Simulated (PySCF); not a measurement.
SMILES Clc1ccccc1-c1ccccc1, GFN2-xTB optimised geometry. Atoms within 1.6 Å of the plane z = 0.0 Å (x, y, z in Å): Cl1 (-2.12, -0.93, -0.07), C2 (-1.24, 0.56, 0.00), C3 (-1.96, 1.75, 0.01), C4 (-1.29, 2.96, 0.03), C5 (0.09, 2.98, 0.02), C6 (0.80, 1.79, 0.00), C7 (0.15, 0.56, 0.00), C8 (0.94, -0.68, -0.01), C9 (0.75, -1.66, 0.97), C10 (1.50, -2.81, 0.95), C11 (2.46, -3.02, -0.03), C12 (2.66, -2.05, -1.00), C13 (1.91, -0.88, -0.99), H14 (-3.04, 1.71, 0.01), H15 (-1.85, 3.88, 0.04), H16 (0.62, 3.92, 0.02), H17 (1.88, 1.81, 0.00), H20 (3.04, -3.92, -0.05).

Calculation: PySCF with CAM-B3LYP/def2-SVP. Cells within 0.4 Å of a nucleus heavier than hydrogen are left out (blank, or x).

Map of the Laplacian of the electron density (e/bohr⁵), clipped to [-1.50, 1.50] on the plane z = 0.0 Å:

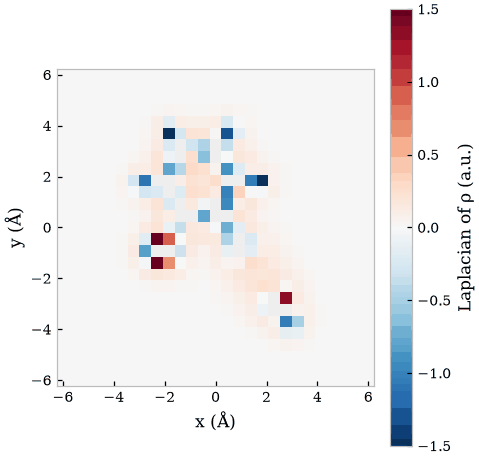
*Laplacian of the electron density (e/bohr⁵), clipped to [-1.50, 1.50] on the plane z = 0.0 Å.*
